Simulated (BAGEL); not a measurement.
# CH4AlNS (SMILES C1[NH][AlH][S]1) at HF/6-31G(d) (density fitting with qzvpp-jkfit, spherical functions)

What is the energy change on altering one bond length of CH4AlNS at HF/6-31G* (density fitting with qzvpp-jkfit, spherical functions)? 

Program for the calculation: BAGEL 1.2.2.

3 further runs of the same task are left out: 1 that didn't finish, 2 set aside as unsound or not needed.

### Step 1. The structure to begin with

CH4AlNS has 8 atoms, charge 0, and is taken as a singlet. As SMILES, `C1[NH][AlH][S]1`. Geometry: relaxed at PBE0-D4/def2-TZVP.

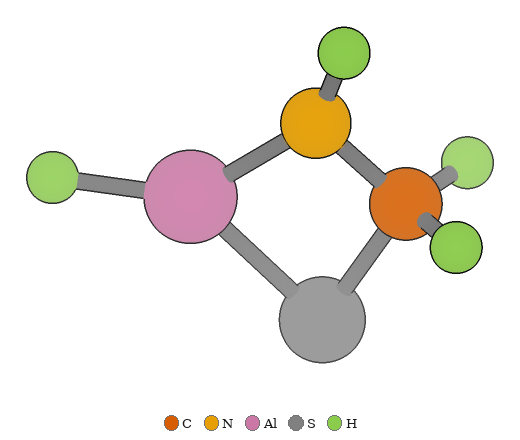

The structure, seen from a chosen angle (carbon orange, nitrogen amber, aluminium pink, sulfur grey, hydrogen green).

### Step 2. A single-point energy at HF/6-31G(d) (density fitting with qzvpp-jkfit, spherical functions)

input.json reads:

```json
{ "bagel" : [

{
  "title" : "molecule",
  "basis" : "6-31gs.json",
  "df_basis" : "qzvpp-jkfit",
  "angstrom" : true,
  "geometry" : [
    { "atom" : "C", "xyz" : [      -0.384000,       0.821900,      -0.401500 ] },
    { "atom" : "N", "xyz" : [       0.729200,       0.248000,       0.333700 ] },
    { "atom" : "Al", "xyz" : [       0.162000,      -1.422800,       0.377400 ] },
    { "atom" : "S", "xyz" : [      -1.523200,      -0.604000,      -0.724800 ] },
    { "atom" : "H", "xyz" : [      -0.095100,       1.244800,      -1.368800 ] },
    { "atom" : "H", "xyz" : [      -0.941200,       1.572400,       0.168100 ] },
    { "atom" : "H", "xyz" : [       1.466300,       0.874500,       0.606000 ] },
    { "atom" : "H", "xyz" : [       0.678200,      -2.791900,       0.954000 ] }
  ]
},

{ "title" : "hf" },

{ "title" : "print", "file" : "orbitals.molden", "orbitals" : true }

]}
```

The basis set 6-31G* is read from a file made from the Basis Set Exchange's data (not shown).

Run with:

```sh
BAGEL_NUM_THREADS=1 BAGEL input.json > input.out
```

Log:

```text
* using 1 threads per process

  ===============================================================
  ===============================================================

  *** Geometry ***

  { "atom" : "C", "xyz" : [     -0.725655,      1.553166,     -0.758725 ] },
  { "atom" : "N", "xyz" : [      1.377988,      0.468652,      0.630602 ] },
  { "atom" : "Al", "xyz" : [      0.306136,     -2.688702,      0.713183 ] },
  { "atom" : "S", "xyz" : [     -2.878431,     -1.141395,     -1.369673 ] },
  { "atom" : "H", "xyz" : [     -0.179713,      2.352331,     -2.586657 ] },
  { "atom" : "H", "xyz" : [     -1.778610,      2.971405,      0.317663 ] },
  { "atom" : "H", "xyz" : [      2.770905,      1.652565,      1.145174 ] },
  { "atom" : "H", "xyz" : [      1.281612,     -5.275926,      1.802799 ] },

  Number of auxiliary basis functions:      480

  Since a DF basis is specified, we compute 2- and 3-index integrals:
    o Being stored without compression. Storage requirement is 0.020 GB

  Number of basis functions:       72
  Number of electrons      :       46

    * METHOD: MOLECULE                             0.20

  *** RHF ***

  === Nuclear Repulsion ===
   200.6305315130

      * DIIS with orbital gradients will be used.

  === RHF iteration (6-31gs.json) ===
      0       -733.91274383          0.02045150           0.05
      1       -734.03092229          0.01339482           0.05
      2       -734.09516357          0.00166346           0.05
      3       -734.09690895          0.00035735           0.05
      4       -734.09700388          0.00011169           0.05
      5       -734.09701328          0.00002991           0.05
      6       -734.09701408          0.00001322           0.05
      7       -734.09701425          0.00000308           0.05
      8       -734.09701426          0.00000088           0.05
      9       -734.09701426          0.00000024           0.05
     10       -734.09701426          0.00000007           0.05
     11       -734.09701426          0.00000003           0.05
     12       -734.09701426          0.00000001           0.05
    * SCF iteration converged.

    * Permanent dipole moment:
           (   -0.874072,    -0.150431,    -0.448647) a.u.

    * METHOD: HF                                   0.83

    * METHOD: PRINT                                0.01

  ===============================================================
```

Wall time 1.2 s (1 thread of Arm Neoverse V2, shared host); peak memory 0.1 GiB.

### Step 3. The distorted shape, same level

input.json reads:

```json
{ "bagel" : [

{
  "title" : "molecule",
  "basis" : "6-31gs.json",
  "df_basis" : "qzvpp-jkfit",
  "angstrom" : true,
  "geometry" : [
    { "atom" : "C", "xyz" : [      -0.494553,       0.727935,      -0.442341 ] },
    { "atom" : "N", "xyz" : [       0.618647,       0.154035,       0.292859 ] },
    { "atom" : "Al", "xyz" : [       0.051447,      -1.516765,       0.336559 ] },
    { "atom" : "S", "xyz" : [      -1.633753,      -0.697965,      -0.765641 ] },
    { "atom" : "H", "xyz" : [      -0.205653,       1.150835,      -1.409641 ] },
    { "atom" : "H", "xyz" : [      -1.051753,       1.478435,       0.127259 ] },
    { "atom" : "H", "xyz" : [       1.466300,       0.874500,       0.606000 ] },
    { "atom" : "H", "xyz" : [       0.567647,      -2.885865,       0.913159 ] }
  ]
},

{
  "title" : "hf"
},

{
  "title" : "print",
  "file" : "orbitals.molden",
  "orbitals" : true
}

]}
```

The basis set 6-31G* is read from a file made from the Basis Set Exchange's data (not shown).

Run with:

```sh
BAGEL_NUM_THREADS=1 BAGEL input.json > input.out
```

Log:

```text
* using 1 threads per process

  ===============================================================
  ===============================================================

  *** Geometry ***

  { "atom" : "C", "xyz" : [     -0.934570,      1.375598,     -0.835903 ] },
  { "atom" : "N", "xyz" : [      1.169073,      0.291084,      0.553423 ] },
  { "atom" : "Al", "xyz" : [      0.097221,     -2.866270,      0.636004 ] },
  { "atom" : "S", "xyz" : [     -3.087346,     -1.318963,     -1.446852 ] },
  { "atom" : "H", "xyz" : [     -0.388628,      2.174763,     -2.663835 ] },
  { "atom" : "H", "xyz" : [     -1.987525,      2.793837,      0.240485 ] },
  { "atom" : "H", "xyz" : [      2.770905,      1.652565,      1.145174 ] },
  { "atom" : "H", "xyz" : [      1.072697,     -5.453494,      1.725620 ] },

  Number of auxiliary basis functions:      480

  Since a DF basis is specified, we compute 2- and 3-index integrals:
    o Being stored without compression. Storage requirement is 0.020 GB

  Number of basis functions:       72
  Number of electrons      :       46

    * METHOD: MOLECULE                             0.20

  *** RHF ***

  === Nuclear Repulsion ===
   199.8278242854

      * DIIS with orbital gradients will be used.

  === RHF iteration (6-31gs.json) ===
      0       -733.89657199          0.02058544           0.05
      1       -734.00772480          0.01395507           0.05
      2       -734.07739559          0.00173909           0.05
      3       -734.07923106          0.00037438           0.05
      4       -734.07933398          0.00011362           0.05
      5       -734.07934353          0.00003069           0.05
      6       -734.07934437          0.00001343           0.05
      7       -734.07934454          0.00000300           0.05
      8       -734.07934455          0.00000085           0.05
      9       -734.07934455          0.00000024           0.05
     10       -734.07934455          0.00000007           0.05
     11       -734.07934455          0.00000003           0.05
     12       -734.07934455          0.00000001           0.05
    * SCF iteration converged.

    * Permanent dipole moment:
           (   -0.878532,    -0.162747,    -0.448479) a.u.

    * METHOD: HF                                   0.79

    * METHOD: PRINT                                0.01

  ===============================================================
```

Run time: 1.2 s. Hardware: 1 thread of Arm Neoverse V2, shared host; peak memory 0.1 GiB.

### Step 4. Summary of results

Level: HF/6-31G* (density fitting with qzvpp-jkfit, spherical functions).

| quantity | value |
| --- | --- |
| first shape: total energy | -734.09701 Eh |
| first shape: dipole moment | 2.53 D |
| first shape: HOMO energy | -9.47 eV |
| first shape: LUMO energy | 2.18 eV |
| first shape: HOMO–LUMO gap | 11.65 eV |
| distorted shape: total energy | -734.07934 Eh |
| distorted shape: dipole moment | 2.54 D |
| distorted shape: HOMO energy | -9.47 eV |
| distorted shape: LUMO energy | 2.20 eV |
| distorted shape: HOMO–LUMO gap | 11.67 eV |
| energy change with the N2–H7 bond stretched from 1.005 to 1.156 Å | 0.481 eV |

What this shows: With the N2–H7 bond stretched from 1.005 to 1.156 Å the energy rises by 0.48 eV (46.4 kJ/mol). The first shape isn't relaxed at this level, so the change isn't measured from a minimum.
